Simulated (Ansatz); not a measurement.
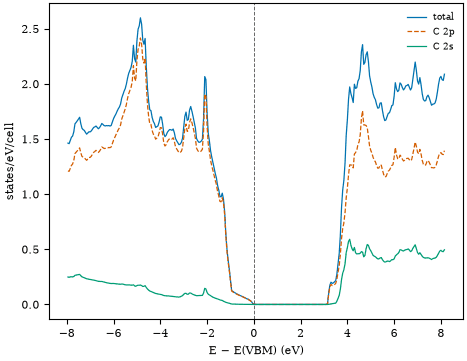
Figure: Total and projected density of states of C in space group Ibam (No. 72; C on 8j, C on 4a), r²SCAN (plane waves, PAW; program Ansatz)

Q: Which orbitals carry the states next to the gap?

A: Top 1 eV of the valence band: C 2p 97 %. Bottom 1 eV of the conduction band: C 2p 68 %, C 2s 26 %, outside the projected shells 6 %. Projections are on Löwdin-orthogonalised atomic valence shells; empty p or d shells of many metals are not among them.

Q: Where is the tallest occupied peak in this window, and what makes it?

A: Near -4.8 eV, about 2.6 states/eV per cell; the largest projected share is C 2p.

The start of the workflow was typed in or built on a structure type; neither database checked (COD, Materials Project) lists it. It is not the phase usual at ambient conditions (space group No. 194, 227). The r²SCAN relaxation kept the symmetry of its start; whether a distortion lowers the energy is not shown. The volume moved by 19 % from the start of the relaxation.

Potentials: the earlier of the program's two PAW sets.
